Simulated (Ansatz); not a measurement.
Molecular dynamics of AlHCl2O (part 5 of 5)

AlHCl2O; RKS B3LYP-D4/6-31G (Ansatz 0.2.0). It belongs to a series of runs on one base structure; here: dynamics from the start.

Geometry of the input (Å):
```
Al 0.0249  -0.1019  0.0839
Cl 0.2037  0.0264  2.2473
Cl 1.8347  0.1448  -1.0957
O  -1.4412  -0.3787  -0.6406
H  -2.2836  -0.5374  -1.0515
```

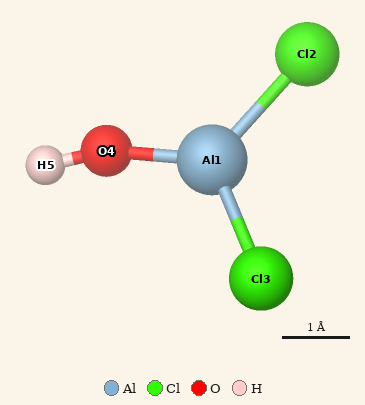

Figure 1. The geometry at step 147 of the log (ball-and-stick view, seen at a tilt; atoms are numbered from 1 in the order of the input).

## Trajectory as extended XYZ, continued
```
5
Properties=species:S:1:pos:R:3:forces:R:3 step=128 time_fs=128.0 energy=-33708.43922 temperature=175.8
Al    0.0160   -0.1364    0.0706    0.2281   0.2020   0.9143
Cl    0.2248    0.0416    2.2845   -0.1627  -0.1208  -0.7744
Cl    1.8188    0.1504   -1.0922    0.2210  -0.0045  -0.1129
O    -1.4566   -0.3747   -0.6807   -0.3708  -0.0378  -0.3035
H    -1.9794   -0.4085   -1.4871    0.0843  -0.0389   0.2764
5
Properties=species:S:1:pos:R:3:forces:R:3 step=130 time_fs=130.0 energy=-33708.43493 temperature=164.6
Al    0.0188   -0.1349    0.0648    0.1088   0.1824   1.0847
Cl    0.2270    0.0414    2.2807   -0.1650  -0.1186  -0.7873
Cl    1.8136    0.1495   -1.0851    0.3849   0.0219  -0.2280
O    -1.4553   -0.3738   -0.6789   -0.1616  -0.0339   0.0087
H    -1.9743   -0.4256   -1.4772   -0.1670  -0.0517  -0.0781
5
Properties=species:S:1:pos:R:3:forces:R:3 step=131 time_fs=131.0 energy=-33708.43187 temperature=157.0
Al    0.0203   -0.1340    0.0625    0.0328   0.1696   1.1474
Cl    0.2280    0.0413    2.2785   -0.1653  -0.1167  -0.7841
Cl    1.8112    0.1491   -1.0817    0.4658   0.0349  -0.2841
O    -1.4548   -0.3734   -0.6781   -0.0733  -0.0280   0.1308
H    -1.9734   -0.4349   -1.4724   -0.2600  -0.0598  -0.2100
5
Properties=species:S:1:pos:R:3:forces:R:3 step=132 time_fs=132.0 energy=-33708.42977 temperature=151.5
Al    0.0218   -0.1331    0.0606   -0.0456   0.1560   1.1955
Cl    0.2291    0.0411    2.2761   -0.1650  -0.1142  -0.7738
Cl    1.8089    0.1487   -1.0783    0.5451   0.0476  -0.3384
O    -1.4544   -0.3730   -0.6772   -0.0858  -0.0331   0.1076
H    -1.9751   -0.4447   -1.4697   -0.2487  -0.0564  -0.1909
5
Properties=species:S:1:pos:R:3:forces:R:3 step=133 time_fs=133.0 energy=-33708.42852 temperature=148.0
Al    0.0233   -0.1321    0.0591   -0.1254   0.1416   1.2284
Cl    0.2300    0.0409    2.2734   -0.1642  -0.1110  -0.7564
Cl    1.8067    0.1483   -1.0750    0.6215   0.0599  -0.3902
O    -1.4540   -0.3727   -0.6762   -0.1927  -0.0534  -0.0492
H    -1.9791   -0.4551   -1.4688   -0.1392  -0.0371  -0.0327
5
Properties=species:S:1:pos:R:3:forces:R:3 step=135 time_fs=135.0 energy=-33708.42511 temperature=139.6
Al    0.0261   -0.1300    0.0575   -0.3038   0.1074   1.2431
Cl    0.2318    0.0404    2.2676   -0.1610  -0.1030  -0.7005
Cl    1.8030    0.1475   -1.0688    0.7599   0.0823  -0.4837
O    -1.4537   -0.3720   -0.6744   -0.3970  -0.1039  -0.3581
H    -1.9898   -0.4766   -1.4659    0.1019   0.0172   0.2991
5
Properties=species:S:1:pos:R:3:forces:R:3 step=136 time_fs=136.0 energy=-33708.42457 temperature=138.2
Al    0.0274   -0.1289    0.0573   -0.4090   0.0866   1.2224
Cl    0.2326    0.0401    2.2644   -0.1588  -0.0982  -0.6622
Cl    1.8014    0.1471   -1.0658    0.8190   0.0919  -0.5239
O    -1.4538   -0.3718   -0.6738   -0.3587  -0.1063  -0.3320
H    -1.9942   -0.4873   -1.4608    0.1076   0.0260   0.2957
5
Properties=species:S:1:pos:R:3:forces:R:3 step=137 time_fs=137.0 energy=-33708.42525 temperature=139.7
Al    0.0285   -0.1277    0.0576   -0.5221   0.0639   1.1833
Cl    0.2334    0.0398    2.2610   -0.1562  -0.0930  -0.6171
Cl    1.8000    0.1468   -1.0630    0.8696   0.1002  -0.5590
O    -1.4542   -0.3717   -0.6735   -0.2103  -0.0843  -0.1680
H    -1.9975   -0.4977   -1.4529    0.0189   0.0132   0.1609
5
Properties=species:S:1:pos:R:3:forces:R:3 step=138 time_fs=138.0 energy=-33708.42585 temperature=141.2
Al    0.0294   -0.1265    0.0583   -0.6348   0.0406   1.1273
Cl    0.2342    0.0395    2.2574   -0.1532  -0.0872  -0.5649
Cl    1.7989    0.1465   -1.0604    0.9111   0.1071  -0.5884
O    -1.4548   -0.3715   -0.6732   -0.0063  -0.0459   0.0610
H    -2.0006   -0.5079   -1.4435   -0.1168  -0.0146  -0.0351
5
Properties=species:S:1:pos:R:3:forces:R:3 step=140 time_fs=140.0 energy=-33708.42756 temperature=145.9
Al    0.0306   -0.1242    0.0609   -0.8192  -0.0022   0.9753
Cl    0.2355    0.0387    2.2498   -0.1456  -0.0740  -0.4385
Cl    1.7974    0.1460   -1.0556    0.9648   0.1164  -0.6280
O    -1.4557   -0.3714   -0.6724    0.2217  -0.0015   0.2822
H    -2.0112   -0.5291   -1.4270   -0.2216  -0.0387  -0.1911
5
Properties=species:S:1:pos:R:3:forces:R:3 step=141 time_fs=141.0 energy=-33708.43002 temperature=152.0
Al    0.0307   -0.1230    0.0627   -0.8794  -0.0201   0.8831
Cl    0.2361    0.0383    2.2458   -0.1410  -0.0667  -0.3644
Cl    1.7970    0.1457   -1.0535    0.9760   0.1189  -0.6376
O    -1.4560   -0.3713   -0.6717    0.1580  -0.0251   0.1777
H    -2.0197   -0.5402   -1.4214   -0.1137  -0.0069  -0.0588
5
Properties=species:S:1:pos:R:3:forces:R:3 step=142 time_fs=142.0 energy=-33708.43220 temperature=157.5
Al    0.0306   -0.1218    0.0649   -0.9198  -0.0358   0.7808
Cl    0.2367    0.0379    2.2417   -0.1359  -0.0590  -0.2836
Cl    1.7969    0.1456   -1.0515    0.9764   0.1197  -0.6402
O    -1.4562   -0.3713   -0.6710    0.0359  -0.0677   0.0127
H    -2.0293   -0.5515   -1.4164    0.0434   0.0428   0.1303
5
Properties=species:S:1:pos:R:3:forces:R:3 step=143 time_fs=143.0 energy=-33708.43390 temperature=162.1
Al    0.0301   -0.1206    0.0673   -0.9458  -0.0498   0.6680
Cl    0.2373    0.0374    2.2376   -0.1303  -0.0509  -0.1967
Cl    1.7971    0.1454   -1.0497    0.9653   0.1188  -0.6357
O    -1.4564   -0.3712   -0.6702   -0.0535  -0.1029  -0.1032
H    -2.0385   -0.5623   -1.4102    0.1643   0.0848   0.2677
5
Properties=species:S:1:pos:R:3:forces:R:3 step=145 time_fs=145.0 energy=-33708.43969 temperature=176.8
Al    0.0281   -0.1183    0.0728   -0.9674  -0.0735   0.4122
Cl    0.2382    0.0365    2.2291   -0.1178  -0.0339  -0.0072
Cl    1.7982    0.1452   -1.0466    0.9098   0.1123  -0.6066
O    -1.4568   -0.3714   -0.6689    0.0732  -0.0779   0.0312
H    -2.0518   -0.5813   -1.3899    0.1022   0.0729   0.1705
5
Properties=species:S:1:pos:R:3:forces:R:3 step=146 time_fs=146.0 energy=-33708.44251 temperature=184.0
Al    0.0265   -0.1172    0.0758   -0.9586  -0.0821   0.2733
Cl    0.2387    0.0360    2.2249   -0.1108  -0.0252   0.0941
Cl    1.7992    0.1451   -1.0454    0.8668   0.1069  -0.5828
O    -1.4570   -0.3715   -0.6682    0.2522  -0.0228   0.2272
H    -2.0566   -0.5897   -1.3768   -0.0496   0.0232  -0.0118
5
Properties=species:S:1:pos:R:3:forces:R:3 step=147 time_fs=147.0 energy=-33708.44420 temperature=188.6
Al    0.0247   -0.1161    0.0789   -0.9283  -0.0876   0.1320
Cl    0.2391    0.0356    2.2207   -0.1033  -0.0163   0.1989
Cl    1.8003    0.1451   -1.0442    0.8152   0.1004  -0.5535
O    -1.4570   -0.3717   -0.6675    0.3987   0.0260   0.3855
H    -2.0619   -0.5978   -1.3637   -0.1823  -0.0225  -0.1629
5
Properties=species:S:1:pos:R:3:forces:R:3 step=148 time_fs=148.0 energy=-33708.44583 temperature=192.9
Al    0.0225   -0.1151    0.0821   -0.8713  -0.0891  -0.0075
Cl    0.2395    0.0351    2.2165   -0.0951  -0.0072   0.3065
Cl    1.8017    0.1451   -1.0433    0.7566   0.0929  -0.5196
O    -1.4568   -0.3719   -0.6664    0.4220   0.0355   0.4139
H    -2.0690   -0.6062   -1.3523   -0.2122  -0.0321  -0.1933
5
Properties=species:S:1:pos:R:3:forces:R:3 step=150 time_fs=150.0 energy=-33708.44844 temperature=199.2
Al    0.0172   -0.1131    0.0883   -0.6816  -0.0806  -0.2718
Cl    0.2402    0.0341    2.2085   -0.0772   0.0108   0.5249
Cl    1.8051    0.1452   -1.0417    0.6230   0.0761  -0.4411
O    -1.4557   -0.3721   -0.6637    0.0889  -0.0779   0.1046
H    -2.0882   -0.6234   -1.3339    0.0469   0.0716   0.0834
5
Properties=species:S:1:pos:R:3:forces:R:3 step=151 time_fs=151.0 energy=-33708.44752 temperature=197.1
Al    0.0141   -0.1121    0.0913   -0.5635  -0.0720  -0.3957
Cl    0.2405    0.0336    2.2047   -0.0677   0.0195   0.6325
Cl    1.8071    0.1453   -1.0411    0.5501   0.0670  -0.3982
O    -1.4550   -0.3723   -0.6622   -0.1012  -0.1430  -0.0564
H    -2.0979   -0.6314   -1.3243    0.1823   0.1285   0.2178
5
Properties=species:S:1:pos:R:3:forces:R:3 step=152 time_fs=152.0 energy=-33708.44618 temperature=193.7
Al    0.0109   -0.1112    0.0942   -0.4410  -0.0618  -0.5148
Cl    0.2408    0.0331    2.2010   -0.0581   0.0279   0.7369
Cl    1.8092    0.1453   -1.0407    0.4743   0.0576  -0.3539
O    -1.4544   -0.3726   -0.6607   -0.1899  -0.1697  -0.1129
H    -2.1059   -0.6380   -1.3126    0.2146   0.1459   0.2447
5
Properties=species:S:1:pos:R:3:forces:R:3 step=153 time_fs=153.0 energy=-33708.44494 temperature=190.3
Al    0.0075   -0.1103    0.0969   -0.3181  -0.0502  -0.6281
Cl    0.2411    0.0326    2.1976   -0.0485   0.0358   0.8366
Cl    1.8114    0.1455   -1.0403    0.3969   0.0481  -0.3090
O    -1.4539   -0.3730   -0.6593   -0.1528  -0.1476  -0.0514
H    -2.1118   -0.6433   -1.2986    0.1225   0.1139   0.1519
5
Properties=species:S:1:pos:R:3:forces:R:3 step=155 time_fs=155.0 energy=-33708.43863 temperature=174.2
Al    0.0004   -0.1086    0.1015   -0.0628  -0.0228  -0.8262
Cl    0.2416    0.0317    2.1914   -0.0302   0.0498   1.0163
Cl    1.8162    0.1457   -1.0398    0.2426   0.0294  -0.2205
O    -1.4530   -0.3739   -0.6565    0.0658  -0.0425   0.1870
H    -2.1218   -0.6513   -1.2678   -0.2154  -0.0140  -0.1566
5
Properties=species:S:1:pos:R:3:forces:R:3 step=156 time_fs=156.0 energy=-33708.43430 temperature=163.2
Al   -0.0032   -0.1077    0.1034    0.0782  -0.0063  -0.9033
Cl    0.2418    0.0313    2.1887   -0.0215   0.0559   1.0941
Cl    1.8187    0.1458   -1.0396    0.1684   0.0207  -0.1784
O    -1.4526   -0.3745   -0.6550    0.0428  -0.0388   0.1842
H    -2.1291   -0.6552   -1.2540   -0.2679  -0.0316  -0.1965
5
Properties=species:S:1:pos:R:3:forces:R:3 step=157 time_fs=157.0 energy=-33708.43049 temperature=153.1
Al   -0.0068   -0.1068    0.1050    0.2284   0.0120  -0.9630
Cl    0.2421    0.0309    2.1863   -0.0133   0.0614   1.1621
Cl    1.8213    0.1460   -1.0395    0.0974   0.0126  -0.1384
O    -1.4521   -0.3751   -0.6533   -0.1379  -0.0954   0.0507
H    -2.1390   -0.6593   -1.2420   -0.1746   0.0094  -0.1114
5
Properties=species:S:1:pos:R:3:forces:R:3 step=158 time_fs=158.0 energy=-33708.42620 temperature=142.0
Al   -0.0103   -0.1060    0.1062    0.3807   0.0310  -1.0065
Cl    0.2423    0.0305    2.1842   -0.0060   0.0661   1.2193
Cl    1.8238    0.1461   -1.0394    0.0302   0.0052  -0.1010
O    -1.4517   -0.3757   -0.6516   -0.4099  -0.1864  -0.1501
H    -2.1506   -0.6634   -1.2311    0.0049   0.0842   0.0383
5
Properties=species:S:1:pos:R:3:forces:R:3 step=160 time_fs=160.0 energy=-33708.41686 temperature=118.3
Al   -0.0168   -0.1042    0.1076    0.6483   0.0651  -1.0601
Cl    0.2428    0.0297    2.1811    0.0051   0.0727   1.2967
Cl    1.8290    0.1464   -1.0394   -0.0920  -0.0079  -0.0352
O    -1.4518   -0.3773   -0.6486   -0.7679  -0.2965  -0.3890
H    -2.1720   -0.6686   -1.2071    0.2065   0.1666   0.1876
5
Properties=species:S:1:pos:R:3:forces:R:3 step=161 time_fs=161.0 energy=-33708.41431 temperature=111.6
Al   -0.0197   -0.1033    0.1077    0.7483   0.0777  -1.0762
Cl    0.2430    0.0294    2.1800    0.0083   0.0746   1.3155
Cl    1.8315    0.1466   -1.0393   -0.1466  -0.0135  -0.0073
O    -1.4525   -0.3784   -0.6475   -0.7213  -0.2677  -0.3409
H    -2.1800   -0.6689   -1.1925    0.1113   0.1288   0.1089
5
Properties=species:S:1:pos:R:3:forces:R:3 step=162 time_fs=162.0 energy=-33708.41253 temperature=106.9
Al   -0.0224   -0.1023    0.1074    0.8251   0.0868  -1.0855
Cl    0.2433    0.0290    2.1793    0.0099   0.0756   1.3209
Cl    1.8341    0.1467   -1.0393   -0.1964  -0.0184   0.0172
O    -1.4537   -0.3796   -0.6465   -0.5597  -0.1985  -0.2190
H    -2.1869   -0.6679   -1.1769   -0.0789   0.0544  -0.0336
5
Properties=species:S:1:pos:R:3:forces:R:3 step=163 time_fs=163.0 energy=-33708.41093 temperature=103.0
Al   -0.0248   -0.1013    0.1068    0.8842   0.0927  -1.0853
Cl    0.2435    0.0287    2.1790    0.0100   0.0758   1.3132
Cl    1.8365    0.1468   -1.0393   -0.2408  -0.0225   0.0380
O    -1.4552   -0.3810   -0.6457   -0.3954  -0.1316  -0.1062
H    -2.1946   -0.6664   -1.1616   -0.2580  -0.0144  -0.1597
5
Properties=species:S:1:pos:R:3:forces:R:3 step=165 time_fs=165.0 energy=-33708.41298 temperature=108.2
Al   -0.0285   -0.0993    0.1043    0.9674   0.0970  -1.0486
Cl    0.2440    0.0282    2.1794    0.0060   0.0740   1.2603
Cl    1.8412    0.1471   -1.0392   -0.3120  -0.0283   0.0684
O    -1.4589   -0.3839   -0.6442   -0.4607  -0.1466  -0.1602
H    -2.2179   -0.6640   -1.1359   -0.2007   0.0039  -0.1198
5
Properties=species:S:1:pos:R:3:forces:R:3 step=166 time_fs=166.0 energy=-33708.41604 temperature=116.0
Al   -0.0299   -0.0982    0.1025    0.9874   0.0948  -1.0145
Cl    0.2443    0.0279    2.1801    0.0020   0.0721   1.2162
Cl    1.8434    0.1472   -1.0392   -0.3389  -0.0300   0.0780
O    -1.4611   -0.3855   -0.6436   -0.6593  -0.2119  -0.2895
H    -2.2329   -0.6630   -1.1251    0.0088   0.0750   0.0099
```
